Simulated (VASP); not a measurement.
Band structure of BaNi2As2 (space group C2/m). Level of theory: PBEsol GGA, VASP's PBE PAW potentials (set 64) (plane waves; VASP 6.6.1).

Unless said otherwise, spin-orbit coupling is left out, though it shifts the bands of the heavy elements here.

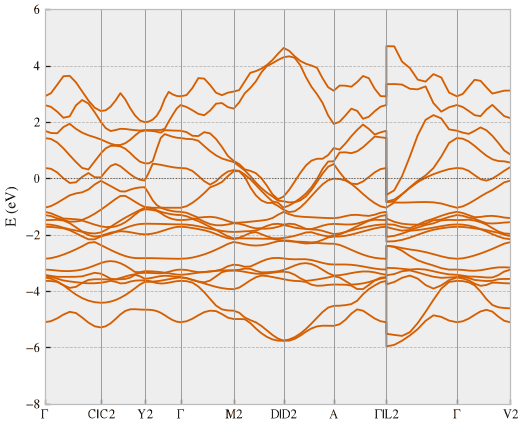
Fig. 1. Bands along high-symmetry lines, zero at the valence-band maximum or, without a gap, the Fermi level

**Question.** Read the plot: is there a gap, and where are the band edges?

**Answer.** It has no gap at this level: it comes out as a metal or semimetal. (Edges off the drawn lines would not show.)

The structure comes from a computed database's BaNi2As2 entry (C2/m); how it stands against other phases isn't given here. It was relaxed first. The run is not spin-polarised, so no magnetic state was tried.
